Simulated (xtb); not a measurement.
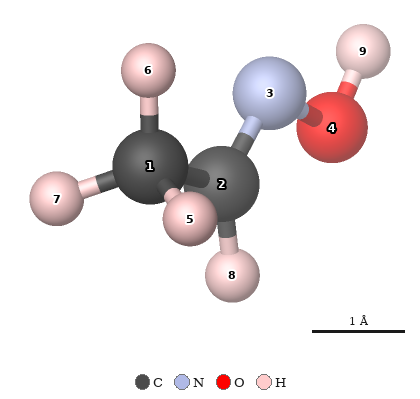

*The structure as given in the input (ball-and-stick view, seen at a tilt; atoms are numbered from 1 in the order of the input).*

Bond lengths as drawn: C–C 1.48 Å, C–H 1.09 Å, C–N 1.27 Å, H–O 0.96 Å and N–O 1.39 Å.

## C2H5NO: geometry relaxation (part 1 of 3)

- system: C2H5NO (Acetaldoxime)
- method: GFN2-xTB (xtb 6.7.1)

The geometry comes from this level: PBE0-D4/def2-TZVP.

Log
```
* xtb version 6.7.1
   ID    Z sym.   atoms
    1    6 C      1, 2
    2    7 N      3
    3    8 O      4
    4    1 H      5-9

           -------------------------------------------------
          |                Calculation Setup                |
           -------------------------------------------------

          program call               : xtb start.xyz -o vtight --gfn 2
          coordinate file            : start.xyz
          omp threads                :                     1

           -------------------------------------------------
          |                 G F N 2 - x T B                 |
           -------------------------------------------------

      * Hamiltonian:
        H0-scaling (s, p, d)           1.850000    2.230000    2.230000
        zeta-weighting                 0.500000
      * Dispersion:
        s8                             2.700000
        a1                             0.520000
        a2                             5.000000
        s9                             5.000000
      * Repulsion:
        kExp                           1.500000    1.000000
        rExp                           1.000000
      * Coulomb:
        alpha                          2.000000
        third order                    shell-resolved
        anisotropic                    true
        a3                             3.000000
        a5                             4.000000
        cn-shift                       1.200000
        cn-exp                         4.000000
        max-rad                        5.000000

          ...................................................
          :                      SETUP                      :
          :.................................................:
          :  # basis functions                  21          :
          :  # atomic orbitals                  21          :
          :  # shells                           13          :
          :  # electrons                        24          :
          :  max. iterations                   250          :
          :  Hamiltonian                  GFN2-xTB          :
          :  restarted?                      false          :
          :  GBSA solvation                  false          :
          :  PC potential                    false          :
          :  electronic temp.          300.0000000     K    :
          :  accuracy                    1.0000000          :
          :  -> integral cutoff          0.2500000E+02      :
          :  -> integral neglect         0.1000000E-07      :
          :  -> SCF convergence          0.1000000E-05 Eh   :
          :  -> wf. convergence          0.1000000E-03 e    :
          :  Broyden damping             0.4000000          :
          :  net charge                          0          :
          :  unpaired electrons                  0          :
          ...................................................

 iter      E             dE          RMSdq      gap      omega  full diag
   1    -13.8732478 -0.138732E+02  0.418E+00    4.72       0.0  T
   2    -13.8936550 -0.204072E-01  0.246E+00    4.78       1.0  T
   3    -13.8933415  0.313503E-03  0.111E+00    4.34       1.0  T
   4    -13.8969115 -0.356995E-02  0.595E-01    4.50       1.0  T
   5    -13.8979432 -0.103173E-02  0.100E-01    4.40       1.0  T
   6    -13.8979479 -0.465997E-05  0.300E-02    4.40       1.1  T
   7    -13.8979485 -0.668450E-06  0.108E-02    4.40       3.1  T
   8    -13.8979487 -0.140119E-06  0.327E-03    4.40      10.2  T
   9    -13.8979487 -0.114022E-07  0.695E-04    4.40      47.9  T
  10    -13.8979487 -0.890722E-09  0.298E-04    4.40     111.7  T

   *** convergence criteria satisfied after 10 iterations ***

         #    Occupation            Energy/Eh            Energy/eV
      -------------------------------------------------------------
         1        2.0000           -0.7107934             -19.3417
       ...           ...                  ...                  ...
         6        2.0000           -0.5360261             -14.5860
         7        2.0000           -0.5321968             -14.4818
         8        2.0000           -0.4913275             -13.3697
         9        2.0000           -0.4782034             -13.0126
        10        2.0000           -0.4686283             -12.7520
        11        2.0000           -0.4082634             -11.1094
        12        2.0000           -0.3935815             -10.7099 (HOMO)
        13                         -0.2317732              -6.3069 (LUMO)
        14                         -0.0280103              -0.7622
        15                          0.1186871               3.2296
        16                          0.1585029               4.3131
        17                          0.1669276               4.5423
       ...                                ...                  ...
        21                          0.5226666              14.2225
      -------------------------------------------------------------
                  HL-Gap            0.1618083 Eh            4.4030 eV
             Fermi-level           -0.3126774 Eh           -8.5084 eV

 SCC (total)                   0 d,  0 h,  0 min,  0.003 sec
 SCC setup                      ...        0 min,  0.000 sec (  2.067%)
 Dispersion                     ...        0 min,  0.000 sec (  1.049%)
 classical contributions        ...        0 min,  0.000 sec (  0.369%)
 integral evaluation            ...        0 min,  0.000 sec ( 14.918%)
 iterations                     ...        0 min,  0.001 sec ( 54.414%)
 molecular gradient             ...        0 min,  0.001 sec ( 24.698%)
 printout                       ...        0 min,  0.000 sec (  2.154%)

         :::::::::::::::::::::::::::::::::::::::::::::::::::::
         ::                     SUMMARY                     ::
         :::::::::::::::::::::::::::::::::::::::::::::::::::::
         :: total energy             -13.749662832929 Eh    ::
         :: gradient norm              0.021394391604 Eh/a0 ::
         :: HOMO-LUMO gap              4.403027488526 eV    ::
         ::.................................................::
         :: SCC energy               -13.897948639896 Eh    ::
         :: -> isotropic ES            0.022882844358 Eh    ::
         :: -> anisotropic ES         -0.003458515947 Eh    ::
         :: -> anisotropic XC          0.012253793194 Eh    ::
         :: -> dispersion             -0.003286683147 Eh    ::
         :: repulsion energy           0.148285806967 Eh    ::
         :: add. restraining           0.000000000000 Eh    ::
         :: total charge               0.000000000000 e     ::
         :::::::::::::::::::::::::::::::::::::::::::::::::::::

      -----------------------------------------------------------
     |                   =====================                   |
     |                        A N C O P T                        |
     |                   =====================                   |
     |               Approximate Normal Coordinate               |
     |                Rational Function Optimizer                |
      -----------------------------------------------------------
      -----------------------------------------------------------
     |                   =====================                   |
     |                        A N C O P T                        |
     |                   =====================                   |
     |               Approximate Normal Coordinate               |
     |                Rational Function Optimizer                |
      -----------------------------------------------------------

          ...................................................
          :                      SETUP                      :
          :.................................................:
          :   optimization level         verytight          :
          :   max. optcycles                   200          :
          :   ANC micro-cycles                  20          :
          :   degrees of freedom                21          :
          :.................................................:
          :   RF solver                   davidson          :
          :   write xtbopt.log                true          :
          :   linear?                        false          :
          :   energy convergence         0.1000000E-06 Eh   :
          :   grad. convergence          0.2000000E-03 Eh/α :
          :   maxmium RF displ.          1.0000000          :
          :   Hlow (freq-cutoff)         0.1000000E-01      :
          :   Hmax (freq-cutoff)         5.0000000          :
          :   S6 in model hess.         20.0000000          :
          ...................................................

generating ANC from exact Hessian ...
Using Lindh-Hessian (1995)
 Shifting diagonal of input Hessian by    0.0000000000000000
 Lowest  eigenvalues of input Hessian
    0.000000    0.000000    0.000000    0.000000    0.000000    0.000000
    0.010205    0.020528    0.025084    0.032052    0.061098    0.067856
    0.074329    0.097908    0.121397    0.137509    0.165611    0.227784
 Highest eigenvalues
    1.085149    1.134246    1.237476    1.370804    1.523944    2.022608

........................................................................
.............................. CYCLE    1 ..............................
........................................................................

 iter      E             dE          RMSdq      gap      omega  full diag
   1    -13.8979487 -0.138979E+02  0.544E-05    4.40       0.0  T
   2    -13.8979487 -0.246914E-11  0.321E-05    4.40    1037.5  T
   3    -13.8979487 -0.158096E-11  0.224E-05    4.40    1490.9  T
     SCC iter.                  ...        0 min,  0.000 sec
     gradient                   ...        0 min,  0.001 sec
 * total energy  :   -13.7496628 Eh     change       -0.9934098E-10 Eh
   gradient norm :     0.0213934 Eh/α   predicted     0.0000000E+00 (-100.00%)
   displ. norm   :     0.1121866 α      lambda       -0.1472558E-02
   maximum displ.:     0.0793647 α      in ANC's #7, #8, #3, ...

........................................................................
.............................. CYCLE    2 ..............................
........................................................................

 iter      E             dE          RMSdq      gap      omega  full diag
   1    -13.8999302 -0.138999E+02  0.136E-01    4.37       0.0  T
   2    -13.8999370 -0.675042E-05  0.820E-02    4.35       1.0  T
   3    -13.8999316  0.534252E-05  0.463E-02    4.36       1.0  T
   4    -13.8999417 -0.100497E-04  0.609E-03    4.35       5.5  T
   5    -13.8999417 -0.797170E-07  0.252E-03    4.35      13.2  T
   6    -13.8999417 -0.462789E-08  0.107E-03    4.35      31.2  T
   7    -13.8999417 -0.107205E-08  0.203E-04    4.35     164.3  T
   8    -13.8999417 -0.273754E-10  0.411E-05    4.35     810.6  T
     SCC iter.                  ...        0 min,  0.001 sec
     gradient                   ...        0 min,  0.001 sec
 * total energy  :   -13.7506013 Eh     change       -0.9384729E-03 Eh
   gradient norm :     0.0086872 Eh/α   predicted    -0.7455443E-03 ( -20.56%)
   displ. norm   :     0.0671882 α      lambda       -0.2438755E-03
   maximum displ.:     0.0453908 α      in ANC's #7, #3, #6, ...

........................................................................
.............................. CYCLE    3 ..............................
........................................................................

 iter      E             dE          RMSdq      gap      omega  full diag
   1    -13.9011534 -0.139012E+02  0.617E-02    4.36       0.0  T
   2    -13.9011537 -0.344019E-06  0.357E-02    4.35       1.0  T
   3    -13.9011528  0.873910E-06  0.132E-02    4.35       2.5  T
   4    -13.9011540 -0.111001E-05  0.156E-03    4.35      21.3  T
   5    -13.9011540 -0.118101E-08  0.470E-04    4.35      70.9  T
   6    -13.9011540 -0.103864E-09  0.138E-04    4.35     242.1  T
     SCC iter.                  ...        0 min,  0.001 sec
     gradient                   ...        0 min,  0.001 sec
 * total energy  :   -13.7507464 Eh     change       -0.1450569E-03 Eh
   gradient norm :     0.0036963 Eh/α   predicted    -0.1224873E-03 ( -15.56%)
   displ. norm   :     0.0302613 α      lambda       -0.3524590E-04
   maximum displ.:     0.0225882 α      in ANC's #3, #7, #6, ...

........................................................................
.............................. CYCLE    4 ..............................
........................................................................

 iter      E             dE          RMSdq      gap      omega  full diag
   1    -13.9014343 -0.139014E+02  0.304E-02    4.35       0.0  T
   2    -13.9014347 -0.388816E-06  0.192E-02    4.36       1.7  T
   3    -13.9014345  0.278425E-06  0.936E-03    4.35       3.6  T
   4    -13.9014350 -0.509182E-06  0.147E-03    4.36      22.8  T
   5    -13.9014350 -0.437415E-08  0.526E-04    4.36      63.4  T
   6    -13.9014350 -0.242103E-09  0.164E-04    4.36     203.0  T
     SCC iter.                  ...        0 min,  0.001 sec
     gradient                   ...        0 min,  0.001 sec
 * total energy  :   -13.7507705 Eh     change       -0.2413458E-04 Eh
   gradient norm :     0.0021176 Eh/α   predicted    -0.1764076E-04 ( -26.91%)
   displ. norm   :     0.0206088 α      lambda       -0.1361204E-04
   maximum displ.:     0.0175809 α      in ANC's #3, #7, #6, ...

........................................................................
.............................. CYCLE    5 ..............................
........................................................................

 iter      E             dE          RMSdq      gap      omega  full diag
   1    -13.9014918 -0.139015E+02  0.234E-02    4.36       0.0  T
   2    -13.9014923 -0.498907E-06  0.157E-02    4.36       2.1  T
   3    -13.9014925 -0.169398E-06  0.823E-03    4.36       4.0  T
   4    -13.9014926 -0.192292E-06  0.137E-03    4.36      24.3  T
   5    -13.9014927 -0.320910E-08  0.545E-04    4.36      61.2  T
   6    -13.9014927 -0.311720E-09  0.209E-04    4.36     159.3  T
     SCC iter.                  ...        0 min,  0.001 sec
     gradient                   ...        0 min,  0.001 sec
 * total energy  :   -13.7507783 Eh     change       -0.7830704E-05 Eh
   gradient norm :     0.0007830 Eh/α   predicted    -0.6810423E-05 ( -13.03%)
   displ. norm   :     0.0064266 α      lambda       -0.9264797E-06
   maximum displ.:     0.0060475 α      in ANC's #3, #12, #10, ...

........................................................................
.............................. CYCLE    6 ..............................
........................................................................

 iter      E             dE          RMSdq      gap      omega  full diag
   1    -13.9014614 -0.139015E+02  0.721E-03    4.36       0.0  T
   2    -13.9014615 -0.680809E-07  0.477E-03    4.36       7.0  T
   3    -13.9014615 -0.398970E-07  0.256E-03    4.36      13.0  T
   4    -13.9014616 -0.138497E-07  0.418E-04    4.36      79.7  T
   5    -13.9014616 -0.197272E-09  0.194E-04    4.36     171.9  T
     SCC iter.                  ...        0 min,  0.000 sec
     gradient                   ...        0 min,  0.001 sec
 * total energy  :   -13.7507789 Eh     change       -0.5633256E-06 Eh
   gradient norm :     0.0002326 Eh/α   predicted    -0.4627149E-06 ( -17.86%)
   displ. norm   :     0.0012462 α      lambda       -0.1002581E-06
   maximum displ.:     0.0005634 α      in ANC's #1, #6, #7, ...

........................................................................
.............................. CYCLE    7 ..............................
........................................................................

 iter      E             dE          RMSdq      gap      omega  full diag
   1    -13.9014625 -0.139015E+02  0.218E-03    4.36       0.0  T
   2    -13.9014625 -0.406408E-08  0.147E-03    4.36      22.6  T
   3    -13.9014625 -0.139762E-08  0.796E-04    4.36      41.9  T
   4    -13.9014625 -0.160360E-08  0.120E-04    4.36     276.7  T
     SCC iter.                  ...        0 min,  0.000 sec
     gradient                   ...        0 min,  0.001 sec
 * total energy  :   -13.7507790 Eh     change       -0.6932791E-07 Eh
   gradient norm :     0.0000447 Eh/α   predicted    -0.4842249E-07 ( -30.15%)
   displ. norm   :     0.0013036 α      lambda       -0.1949380E-07
   maximum displ.:     0.0009498 α      in ANC's #1, #2, #3, ...

   *** GEOMETRY OPTIMIZATION CONVERGED AFTER 7 ITERATIONS ***
```
